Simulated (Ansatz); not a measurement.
The starting structures come from a database of crystals and need not be the phases stable at ambient conditions.

 Where the default PAW files enter, the runs use the earlier of Ansatz's two default sets.

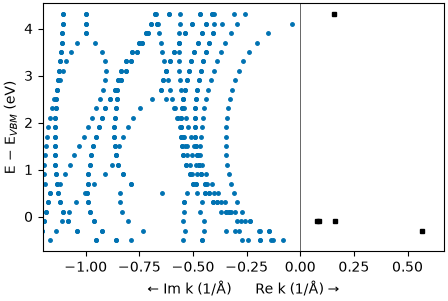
Fig. 1. Complex bands at the centre of the two-dimensional zone; Ansatz (an electronic-structure program) with PBEsol

The gap is the functional's own, uncorrected, and κ follows it; spin-orbit coupling is left out. Mid-gap values are interpolated between the computed energies.

**Question.** This is Ba2LaSbO6 (R-3, not sure to be the ambient phase, 10 atoms a cell, 16.2 Å³ an atom, -2 GPa at this level) along the normal of (101). Read off the slowest decay at the centre of the two-dimensional zone at 2.10 eV, the computed energy nearest the middle of the gap.

**Answer.** κ ≈ 0.34 1/Å, a decay length 1/(2κ) of the density of 1.5 Å.
